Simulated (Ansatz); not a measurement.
## Electronic structure of ClF₃H₄OPTa in real space

```xyz
11

Ta    0.0105   -0.1398    0.1105
Cl    2.1295   -1.1561    0.4366
O    -0.4521   -0.5548    1.8795
H    -0.4304   -0.6964    2.8256
F     0.7597    0.6485   -1.4433
F    -1.2720    1.2459    0.0624
F    -0.9148   -1.4922   -0.7763
P     1.5109    1.9545    1.1857
H     2.1066    1.8132    2.4639
H     0.9399    3.2435    1.3435
H     2.6603    2.2963    0.4340
```

Core potentials replace the inner electrons of Ta.

The calculation used Ansatz 0.2.0, RKS PBE0-D4/def2-SVP.

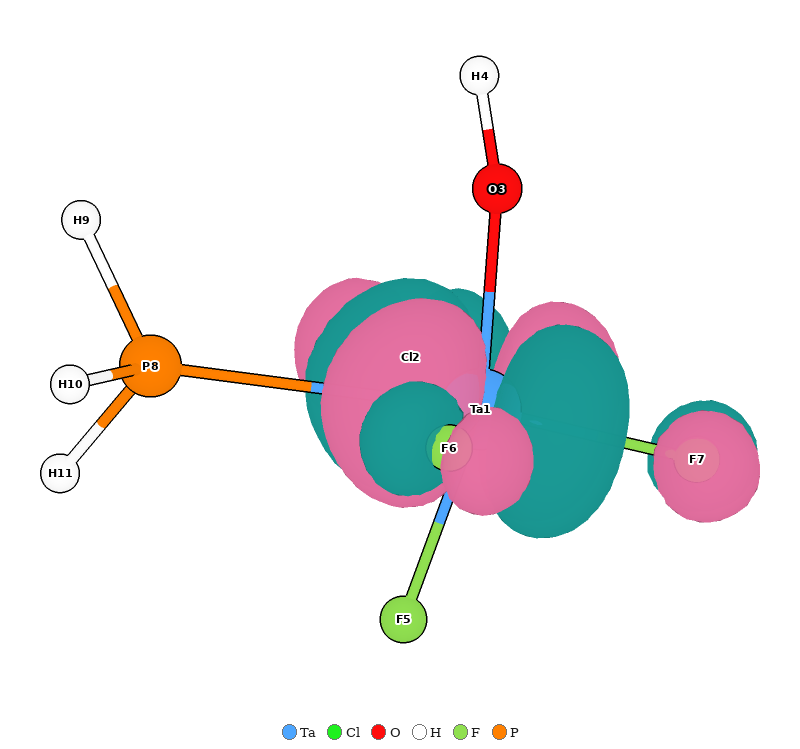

Figure 1. The LUMO at ±0.15 Å⁻³ᐟ² (teal and pink are the two phases), seen across its widest extent.

**Where does this orbital lie, and at what energy?**

By Hirshfeld shares it lies mainly on Ta1 (about 65 %), Cl2 (about 10 %), F6 (about 10 %) and F7 (about 10 %). Its energy is −2.03 eV.

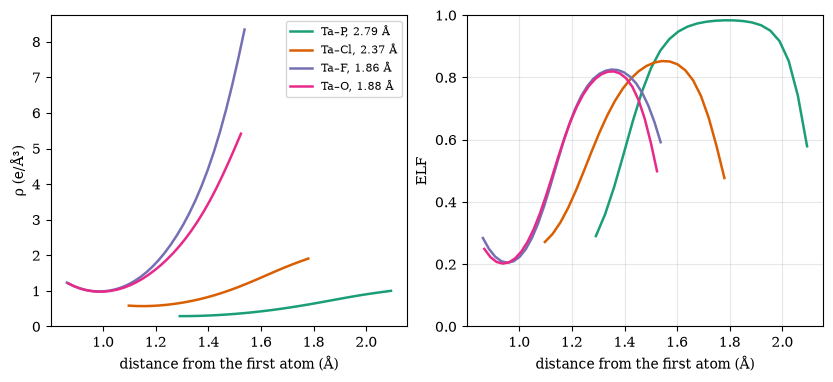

Figure 2. Electron density and ELF along straight lines between neighbouring atoms. The curves leave out the atomic cores.

**What can be read from the curves?**

Ta–P (2.79 Å): the density is about 0.31 e/Å³ at the midpoint; the ELF peaks at about 1 in the valence shell of P, 1.0 Å from its nucleus, and is about 0.55 at the midpoint.
Ta–Cl (2.37 Å): the density is about 0.58 e/Å³ at the midpoint; the ELF peaks at about 0.85 in the valence shell of Cl, 0.8 Å from its nucleus, and is about 0.40 at the midpoint.
Ta–F (1.86 Å): the density is about 1 e/Å³ at the midpoint; the ELF peaks at about 0.85 in the valence shell of F, 0.5 Å from its nucleus, and drops to about 0.20 between the two atoms.
Ta–O (1.88 Å): ρ is about 1 e/Å³ halfway; the ELF peaks at about 0.80 in the valence shell of O, 0.5 Å from its nucleus, and drops to about 0.20 between the two atoms.

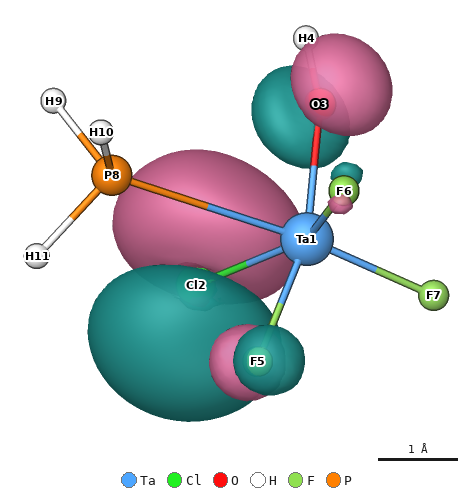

Figure 3. The HOMO at ±0.1 Å⁻³ᐟ² (teal and pink are the two phases), seen at a tilt.

**Where does this orbital lie, and at what energy?**

By Hirshfeld shares it lies mainly on Cl2 (about 80 %) and O3 (about 10 %); largely a lone pair of Cl2. Its energy is −8.68 eV.
